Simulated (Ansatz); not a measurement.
# SiCl: one candidate of a structure search

Where does this trial cell of SiCl go when cell and atoms are let free?

Program: Ansatz 0.2.0. Level of theory: DFT PBE, scalar-relativistic, plane waves, PAW. These are calculated values, not measurements.

## 1. The system as given

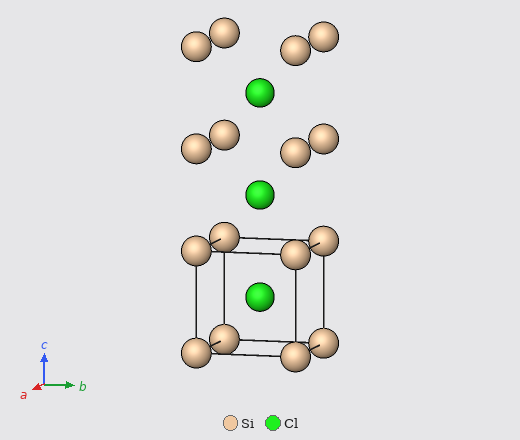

The starting structure, seen slightly off an axis (silicon light orange, chlorine green). 1×1×3 cells are drawn. Atoms on the faces are drawn again on the opposite ones.

Coordinates:

```
Si Cl
1.0
     3.40220    0.00000    0.00000
     0.00000    3.40220    0.00000
     0.00000    0.00000    3.40220
Si Cl
1 1
Direct
  0.00000 0.00000 0.00000
  0.50000 0.50000 0.50000
```

Recipe of the guess: species swapped into a database cell of ZnAg (Pm-3m, No. 221), with Cl on the Zn sites and Si on the Ag sites. Its size is a rough estimate.

## 2. Probe: one point on a coarse mesh

Input file input.yaml:

```yaml
crystal:
  lattice:
    - [3.40219574, 0.0, 0.0]
    - [0.0, 3.40219574, 0.0]
    - [0.0, 0.0, 3.40219574]
  atoms:
    - { symbol: Si, position: [0.0, 0.0, 0.0] }
    - { symbol: Cl, position: [0.5, 0.5, 0.5] }
basis:
  ecutwfc: 420
kpoints:
  mp_grid: { grid: [6, 6, 6] }
hamiltonian:
  xc: pbe
scf:
  occupations: { method: gaussian, width: 0.1 }
  lower_state_search: "off"
output:
  forces: true
  stress: true
  eigenvalues: true
```

Launch:

```
> ansatz run input.yaml --threads 1 --pin off --max-ram 2560MiB --backend cpu --events-out ev --progress --plain --runs-dir out
```

What it wrote:

```text
[... 32 lines left out ...]
SCF 1 converged in 7 iterations: F = -1714.196176 eV  dr2 = 3.52e-9
SCF converged after 7 iterations
Free energy (F): -1714.196176 eV
Harris-Foulkes:  -1714.196176 eV  (|F-HF|=2.89e-9)
Internal energy: -1714.188648 eV  (E = F + TS)
E sigma→0 (E₀):  -1714.192412 eV
Entropy (-TS):   -0.007528 eV (-3.764 meV/atom)
Fermi energy:    7.453286 eV
--- Per-component energies (eV) ---
  E_band       = 2.766209
  E_kinetic    = 195.664253
  E_local      = -213.556578  (includes V_loc(G=0)·N_el)
  E_nonlocal   = 55.050818
  E_hartree    = 64.664321
  E_xc         = -160.593987
  E_vxc        = -166.332190  (∫ρ·V_xc dr)
  E_paw        = -1170.097128  (= ΣΔE_a)
  E_vpaw       = 2.612023  (= ΣTr[D̂ρ^β])
  E_aug_tail   = 0.000099  (compensation charges beyond the density's cutoff)
  E_ewald      = -485.320445
  E_smearing   = -0.007528  (= −TS)
  E_closure    = 0.000000  (closes the sum)
  Σ components = -1714.196176   (vs F -1714.196176, Δ=0.00e0)
--- Forces (eV/Å), atoms counted from 1 ---
  atom   1  Si    -0.00000000     0.00000000    -0.00000000
  atom   2  Cl     0.00000000    -0.00000000     0.00000000
  max |Σ_I F_I| component: 2.17e-30 eV/Å
--- Stress (GPa, compression-positive) ---
        0.030407       0.000000       0.000000
       -0.000000       0.030407      -0.000000
        0.000000      -0.000000       0.030407
  P = ⅓ Tr σ = 0.0304 GPa (0.304 kbar)
--- Band table (eV; the first three rows and the last of 20) ---
  k-point 0: bands = ["-10.0757", "0.0023", "2.9091", "2.9091", "2.9091", "10.8362", "10.8362", "11.2258", "11.2258", "11.2258"]
  k-point 1: bands = ["-9.9353", "-0.6451", "3.0545", "3.0545", "3.1995", "9.4482", "10.7898", "10.7898", "11.1792", "12.9815"]
  k-point 2: bands = ["-9.6211", "-1.7997", "3.3846", "3.3846", "4.0837", "7.4568", "9.9106", "9.9106", "12.2017", "16.1798"]
  k-point 19: bands = ["-8.6434", "1.6682", "1.6682", "1.6682", "2.2601", "5.3874", "5.3874", "5.3874", "18.1775", "18.1775"]
```

Run time: 1 s. Hardware: 1 thread of Arm Neoverse V2, shared host; peak memory 0.26 GiB.

The probe gives pressure 0.0 GPa, largest force 0.00 eV/Å, gap on this mesh none (metal). The coarse relaxation is skipped.

## 3. Final relaxation

Edit input.yaml of step 2 so:

```diff
@@ -11,3 +11,3 @@
 kpoints:
-  mp_grid: { grid: [6, 6, 6] }
+  mp_grid: { grid: [16, 16, 16] }
 hamiltonian:
@@ -16,3 +16,2 @@
   occupations: { method: gaussian, width: 0.1 }
-  lower_state_search: "off"
 output:
@@ -21 +20,10 @@
   eigenvalues: true
+  write_density: true
+  write_potential: true
+  elf: true
+  volumetric_format: npy
+relax:
+  adjacent_minimum: "off"
+  f_tol: 0.01
+  max_steps: 80
+  cell: { stress_tol: 0.05 }
```

Launch:

```
> ansatz run input.yaml --threads 1 --pin off --max-ram 2560MiB --backend cpu --events-out ev --progress --plain --runs-dir out
```

What it wrote:

```text
Warning: RAYON_NUM_THREADS=1 ignored (pool sized by the plan → 1); use --threads N
Engine: ansatz 0.2.0, aarch64-unknown-linux-gnu
Pseudopotentials: kind: paw
Pseudopotential: Si, paw, valence charge 4, recommended cutoff 420 eV (normal), Si.paw.azcp
Pseudopotential: Cl, paw, valence charge 7, recommended cutoff 420 eV (normal), Cl.paw.azcp
Functional definition: PBE
  parameter kappa = 0.804
  parameter beta = 0.06672455060314922
  exchange = pbe_x(kappa = kappa, mu = beta*pi^2/3)
  correlation = pbe_c(beta = beta)
Crystal: 2 atoms, lattice volume = 39.380 Å³
Basis set: ecut = 420 eV, 751 PW (Γ), exchange–correlation on 48×48×48 points (8 copies of the dense FFT grid, shifted against one another)
Bands: 10, of which v1, the nominal top of the filled ones, is band 6 counted from 1 (5 counted from 0)
Symmetry: 48 space group operations
Space group: Pm-3m (ITA 221), of the structure as read, at distance tolerance 3.4e-5 Å
k-points: 165 of 4096
Non-local potential: Si, projectors of the file, l = 0: 2, l = 1: 2, l = 2: 2
Non-local potential: Cl, projectors of the file, l = 0: 2, l = 1: 2, l = 2: 2
PAW form: soft (Blöchl's): semilocal exchange-correlation on the pseudo side does not see the compensation charge
PAW one-centre angular grid: Si, 110 points (default); XC on 64 Gauss nodes
PAW one-centre angular grid: Cl, 110 points (default); XC on 64 Gauss nodes
Initial density: superposition of atomic densities (neutral atoms: chi_scale 0, normalization atom), corrected by the library's trained network
Initial wavefunctions: pseudopotential atomic-orbital guess
Functional: x = pbe(κ = 0.804, μ = 0.2195149727645171), c = pbe(β = 0.06672455060314922)
SCF iter   1: F=—  HF=-1714.197832 eV  |F-HF|=—  |Δ(HF+E_count)|=         —  Δρ=1.17e-3  dr2=7.06e-4  ethr=1.77e-3  ⟨swp⟩=6.8  Hψ=12054  notcnv=0
preconditioner: auto → none  [metal: Δε(μ)=0.013 eV  Ē_g=11.371 eV  σ=0.100 eV  W_gap=0.07  n_scr=6 (ndim 8)  ℏωp=19.6 eV  f_vac=0.000  D(μ)=1.48/eV (n_scr^D=6)  sad-step TF]
SCF iter   2: F=—  HF=-1714.197972 eV  |F-HF|=—  |Δ(HF+E_count)|=   1.40e-4  Δρ=9.21e-4  dr2=5.64e-4  ethr=6.42e-6  ⟨swp⟩=2.1  Hψ=3561  notcnv=0
SCF iter   3: F=—  HF=-1714.197981 eV  |F-HF|=—  |Δ(HF+E_count)|=   9.16e-6  Δρ=2.36e-4  dr2=1.94e-5  ethr=5.13e-6  ⟨swp⟩=2.6  Hψ=2438  notcnv=0
SCF iter   4: F=—  HF=-1714.198003 eV  |F-HF|=—  |Δ(HF+E_count)|=   2.21e-5  Δρ=9.43e-5  dr2=2.53e-6  ethr=1.76e-7  ⟨swp⟩=2.2  Hψ=2472  notcnv=0
SCF iter   5: F=—  HF=-1714.198004 eV  |F-HF|=—  |Δ(HF+E_count)|=   6.62e-7  Δρ=1.86e-5  dr2=2.28e-7  ethr=2.30e-8  ⟨swp⟩=2.0  Hψ=2457  notcnv=0
SCF iter   6: F=-1714.198004 eV  HF=-1714.198004 eV  |F-HF|=4.14e-9  |Δ(HF+E_count)|=   4.84e-8  Δρ=2.81e-6  dr2=5.28e-9  ethr=9.09e-10  ⟨swp⟩=9.4  Hψ=10555  notcnv=0
SCF 1 converged in 6 iterations: F = -1714.198004 eV  dr2 = 5.28e-9
relax step   1: F+E_penalty+E_count = -1714.19800408 eV  Δ(F+E_penalty+E_count) = +0.000e0 eV  max|allowed force component| = 6.492e-31 eV/Å  Δτ_max = 0.0000 Å  P = -0.540 GPa  Ω = 39.380 Å³  (6 SCF iters, dr2 threshold 1.00e-7 eV, accepted)
Crystal: 2 atoms, lattice volume = 38.919 Å³
Initial density: handed on by an earlier stage of this run
Initial wavefunctions: those handed on with the density
iter 1 solved again at ethr=2.48e-6 eV; its pass at ethr=3.10e-3 eV (dr2=2.73e-4 eV) is discarded
SCF iter   1: F=—  HF=-1714.198880 eV  |F-HF|=—  |Δ(HF+E_count)|=         —  Δρ=5.53e-4  dr2=2.79e-4  ethr=2.48e-6  ⟨swp⟩=1.2  Hψ=11818  notcnv=0
preconditioner: auto → none  [metal: Δε(μ)=0.011 eV  Ē_g=11.434 eV  σ=0.100 eV  W_gap=0.06  n_scr=6 (ndim 8)  ℏωp=19.7 eV  f_vac=0.000  D(μ)=1.45/eV (n_scr^D=6)]
SCF iter   2: F=—  HF=-1714.198811 eV  |F-HF|=—  |Δ(HF+E_count)|=   6.96e-5  Δρ=2.35e-4  dr2=4.91e-5  ethr=2.48e-6  ⟨swp⟩=1.0  Hψ=1679  notcnv=0
SCF iter   3: F=—  HF=-1714.198822 eV  |F-HF|=—  |Δ(HF+E_count)|=   1.13e-5  Δρ=2.16e-5  dr2=1.61e-7  ethr=4.47e-7  ⟨swp⟩=2.1  Hψ=2062  notcnv=0
iter 4 did not close the SCF: its close was put off for the readings that it lacked (scf_convergence_deferred on its scf_iter line)
SCF iter   4: F=-1714.198822 eV  HF=-1714.198822 eV  |F-HF|=4.60e-9  |Δ(HF+E_count)|=   1.03e-7  Δρ=3.73e-6  dr2=2.20e-9  ethr=1.46e-9  ⟨swp⟩=2.5  Hψ=2594  notcnv=0
iter 5 did not close the SCF: its close was put off for the readings that it lacked (scf_convergence_deferred on its scf_iter line)
SCF iter   5: F=-1714.198822 eV  HF=-1714.198822 eV  |F-HF|=4.87e-11  |Δ(HF+E_count)|=   4.82e-9  Δρ=3.31e-7  dr2=1.45e-11  ethr=2.00e-11  ⟨swp⟩=2.1  Hψ=2437  notcnv=0
SCF iter   6: F=-1714.198822 eV  HF=-1714.198822 eV  |F-HF|=0.00e0  |Δ(HF+E_count)|=  5.59e-11  Δρ=2.12e-8  dr2=2.50e-13  ethr=1.00e-12  ⟨swp⟩=3.6  Hψ=6836  notcnv=0
SCF 2 converged in 6 iterations: F = -1714.198822 eV  dr2 = 2.50e-13
relax step   2: F+E_penalty+E_count = -1714.19882215 eV  Δ(F+E_penalty+E_count) = -8.181e-4 eV  max|allowed force component| = 6.656e-31 eV/Å  Δτ_max = 0.0000 Å  P = -0.006 GPa  Ω = 38.919 Å³  energy of the carried Pulay correction = +2.372e-5 eV  (6 SCF iters, dr2 threshold 2.00e-7 eV, accepted)
Initial wavefunctions: pseudopotential atomic-orbital guess (no wavefunctions were taken with the density)
iter 1 solved again at ethr=1.11e-6 eV; its pass at ethr=3.10e-3 eV (dr2=1.22e-4 eV) is discarded
SCF iter   1: F=—  HF=-1714.198778 eV  |F-HF|=—  |Δ(HF+E_count)|=         —  Δρ=3.77e-6  dr2=1.01e-9  ethr=1.11e-6  ⟨swp⟩=2.7  Hψ=16138  notcnv=0
eigensolver tolerance schedule: the retry pair's looser diagonalisation over-reported the residual by 120735.96 of it (diagonalisation noise at an unbounded share of the residual, at the tolerance the schedule requests for it); recorded, not acted on — ethr = c·dr2/N_el stays at c = 1.0e-1
preconditioner: auto → none  [metal: Δε(μ)=0.011 eV  Ē_g=11.442 eV  σ=0.100 eV  W_gap=0.06  n_scr=6 (ndim 8)  ℏωp=19.7 eV  f_vac=0.000  D(μ)=1.45/eV (n_scr^D=6)]
SCF iter   2: F=—  HF=-1714.198800 eV  |F-HF|=—  |Δ(HF+E_count)|=   2.11e-5  Δρ=1.91e-6  dr2=3.79e-10  ethr=9.22e-12  ⟨swp⟩=3.3  Hψ=3570  notcnv=0
SCF iter   3: F=—  HF=-1714.198800 eV  |F-HF|=—  |Δ(HF+E_count)|=   1.27e-9  Δρ=1.25e-6  dr2=1.28e-10  ethr=3.45e-12  ⟨swp⟩=2.0  Hψ=2363  notcnv=0
iter 4 did not close the SCF: its close was put off for the readings that it lacked (scf_convergence_deferred on its scf_iter line)
SCF iter   4: F=-1714.198800 eV  HF=-1714.198800 eV  |F-HF|=2.27e-12  |Δ(HF+E_count)|=   1.11e-9  Δρ=1.19e-7  dr2=5.63e-12  ethr=1.16e-12  ⟨swp⟩=2.0  Hψ=2530  notcnv=0
iter 5 did not close the SCF: its close was put off for the readings that it lacked (scf_convergence_deferred on its scf_iter line)
SCF iter   5: F=-1714.198800 eV  HF=-1714.198800 eV  |F-HF|=6.82e-13  |Δ(HF+E_count)|=  1.36e-12  Δρ=5.76e-8  dr2=1.29e-12  ethr=1.00e-12  ⟨swp⟩=1.0  Hψ=1650  notcnv=0
iter 6 did not close the SCF: its close was put off for the readings that it lacked (scf_convergence_deferred on its scf_iter line)
SCF iter   6: F=-1714.198800 eV  HF=-1714.198800 eV  |F-HF|=0.00e0  |Δ(HF+E_count)|=  4.55e-13  Δρ=2.01e-8  dr2=1.55e-13  ethr=1.00e-12  ⟨swp⟩=1.0  Hψ=1650  notcnv=0
iter 7 did not close the SCF: its close was put off for the readings that it lacked (scf_convergence_deferred on its scf_iter line)
SCF iter   7: F=-1714.198800 eV  HF=-1714.198800 eV  |F-HF|=0.00e0  |Δ(HF+E_count)|=  4.55e-13  Δρ=5.96e-9  dr2=1.36e-14  ethr=1.00e-12  ⟨swp⟩=1.0  Hψ=1650  notcnv=0
SCF iter   8: F=-1714.198800 eV  HF=-1714.198800 eV  |F-HF|=0.00e0  |Δ(HF+E_count)|=    0.00e0  Δρ=1.47e-9  dr2=8.03e-16  ethr=1.00e-12  ⟨swp⟩=2.1  Hψ=4904  notcnv=0
SCF 3 converged in 8 iterations: F = -1714.198800 eV  dr2 = 8.03e-16
relax step   3: F+E_penalty+E_count = -1714.19879950 eV  Δ(F+E_penalty+E_count) = +2.264e-5 eV  max|allowed force component| = 8.587e-31 eV/Å  Δτ_max = 0.0000 Å  P = -0.007 GPa  Ω = 38.919 Å³  stress off target by 7.36e-3 GPa  SCF on the basis re-selected at this cell (its energy is not comparable with the rows above)  (8 SCF iters)
basis re-selected at this cell: Δ(F+E_penalty+E_count) = +2.264e-5 eV, ΔP = -0.001 GPa vs the last step (what re-selecting the basis moved, of the pressure what is left beyond the Pulay correction that the steps carried, after the strain that the cell walked since its last selection, with what the two solves' SCF thresholds leave and, on support functions, any second-order correction that the steps lacked; it is no measure of the basis error at this ecutwfc). This SCF's stress stands 7.36e-3 GPa from its target on what of the cell is left free (relax.cell.stress_tol is 5.00e-2 GPa) and its largest allowed force component is 8.59e-31 eV/Å (relax.f_tol is 1.00e-2 eV/Å): within both
SCF converged after 8 iterations
Free energy (F): -1714.198800 eV
Harris-Foulkes:  -1714.198800 eV  (|F-HF|=0.00e0)
Internal energy: -1714.191561 eV  (E = F + TS)
E sigma→0 (E₀):  -1714.195180 eV
Entropy (-TS):   -0.007239 eV (-3.619 meV/atom)
Fermi energy:    7.533584 eV
--- Per-component energies (eV) ---
  E_band       = 3.930742
  E_kinetic    = 195.902973
  E_local      = -211.052048  (includes V_loc(G=0)·N_el)
  E_nonlocal   = 55.026959
  E_hartree    = 63.972758
  E_xc         = -160.662705
  E_vxc        = -166.438113  (∫ρ·V_xc dr)
  E_paw        = -1170.150554  (= ΣΔE_a)
  E_vpaw       = 2.545353  (= ΣTr[D̂ρ^β])
  E_aug_tail   = 0.000102  (compensation charges beyond the density's cutoff)
  E_ewald      = -487.229046
  E_smearing   = -0.007239  (= −TS)
  E_closure    = 0.000000  (closes the sum)
  Σ components = -1714.198800   (vs F -1714.198800, Δ=0.00e0)
--- Forces (eV/Å), atoms counted from 1 ---
  atom   1  Si     0.00000000     0.00000000     0.00000000
  atom   2  Cl    -0.00000000    -0.00000000    -0.00000000
  max |Σ_I F_I| component: 1.70e-30 eV/Å
--- Stress (GPa, compression-positive) ---
       -0.007365      -0.000000      -0.000000
       -0.000000      -0.007365      -0.000000
       -0.000000      -0.000000      -0.007365
  P = ⅓ Tr σ = -0.0074 GPa (-0.074 kbar)
--- Band table (eV; the first three rows and the last of 165) ---
  k-point 0: bands = ["-10.0096", "0.1596", "3.0132", "3.0132", "3.0132", "10.9392", "10.9392", "11.4382", "11.4382", "11.4382"]
  k-point 1: bands = ["-9.9882", "0.0510", "3.0350", "3.0350", "3.0571", "10.6206", "10.9879", "11.3697", "11.3697", "11.8054"]
  k-point 2: bands = ["-9.9263", "-0.2472", "3.0983", "3.0983", "3.1880", "10.0645", "11.1338", "11.1748", "11.1748", "12.5180"]
  k-point 164: bands = ["-8.5326", "1.7482", "1.7482", "1.7482", "2.4414", "5.4943", "5.4943", "5.4943", "18.4081", "18.4081"]
--- Relaxed structure (2 steps of the walk, 2 accepted, 1 SCFs on fresh bases) ---
  F+E_penalty+E_count = -1714.19879950 eV   max|allowed force component| = 8.587e-31 eV/Å   (the final SCF, on the basis selected at the relaxed cell)
  cell:  # Å, volume = 38.9192 Å³
    - [3.3888684679305823, 3.209883240645393e-34, 1.2839532962581572e-34]
    - [3.209883240645393e-34, 3.3888684679305823, 0.0]
    - [1.9259299443872356e-34, 0.0, 3.3888684679305823]
  atoms:
    - { symbol: Si, position: [4.021529366771898e-87, 2.2112671992419342e-37, 1.4741781328279561e-37] }
    - { symbol: Cl, position: [0.5, 0.5, 0.5] }
```

Run time: 11 s. Hardware: 1 thread of Arm Neoverse V2, shared host; peak memory 0.36 GiB.

Step by step:

```
step  E - E(step 1) (eV/cell)  largest force component (eV/Å)  pressure (GPa)  volume (Å³)
   1                   0.0000                          0.0000           -0.54        39.38
   2                  -0.0008                          0.0000           -0.01        38.92
   3                  -0.0008                          0.0000           -0.01        38.92
```

Step 1 is the start. Step 3 repeats the geometry before it on a plane-wave basis chosen anew for that cell, so its energy need not be comparable with the rows above.

|  | before | after | change |
| --- | --- | --- | --- |
| a (Å) | 3.402 | 3.389 | -0.4 % |
| b (Å) | 3.402 | 3.389 | -0.4 % |
| c (Å) | 3.402 | 3.389 | -0.4 % |
| volume (Å³/atom) | 19.69 | 19.46 | -1.2 % |
| shortest distance (Å) | 2.946 | 2.935 | -0.4 % |
| space group (0.01 Å) | Pm-3m | Pm-3m | same |

Forces and stress were held to the start's 48 operations: a distortion of lower symmetry was not tested.

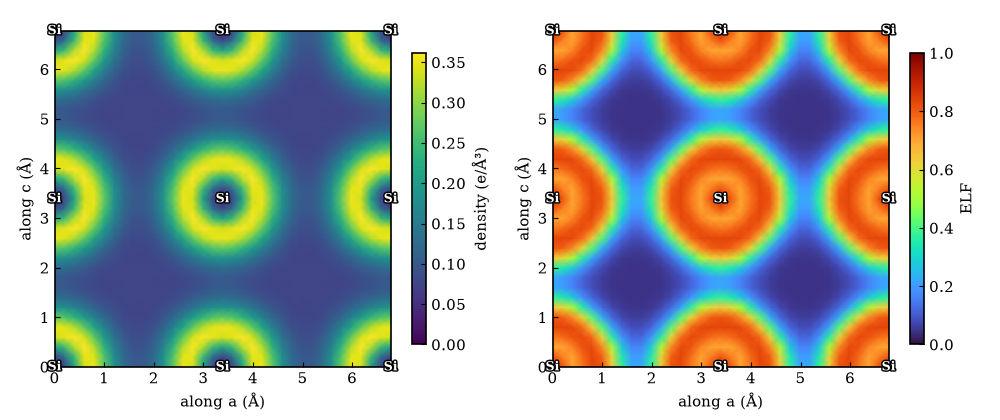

Density (left) and ELF (right) in a lattice plane of the grid's cell (edges 3.39 and 3.39 Å, at 0.000 of the third edge), which holds Si. Only atoms in the plane are labelled. Both are smooth fields of the valence electrons: close to the nuclei they are not physical.

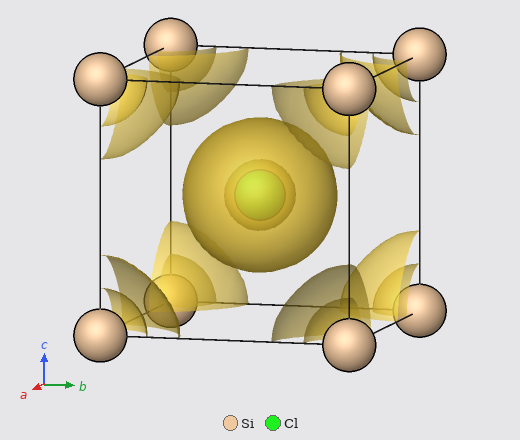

Surface of ELF = 0.77, drawn in one cell.

Outside the cores ELF peaks at 0.87 in the shell around Cl, 0.8 Å from Cl; 0.83 in the shell around Si, 0.8 Å from Si.

## 4. Outcome

```
                                                              quantity                                                                      value
                                symmetry at the end (tolerance 0.05 Å)                                                space group Pm-3m (No. 221)
                                                     conventional cell  a = 3.389 Å, b = 3.389 Å, c = 3.389 Å, α = 90.00°, β = 90.00°, γ = 90.00°
                                                                volume                                                              19.46 Å³/atom
energy over the elements (uncorrected; H, N, O, F and Cl as molecules)                                                              +0.53 eV/atom
                                                       gap on the mesh                                                               none (metal)
```

**Reading.** The space group Pm-3m (No. 221) is kept, and the volume per atom shrinks by 1.2 % from the first guess. With a positive formation energy it can't be a ground state. No finished test with a distortion of lower symmetry is shown, so the end may be a saddle point. Spin polarisation is off in the runs that give these values; a magnetic solution could lie lower.
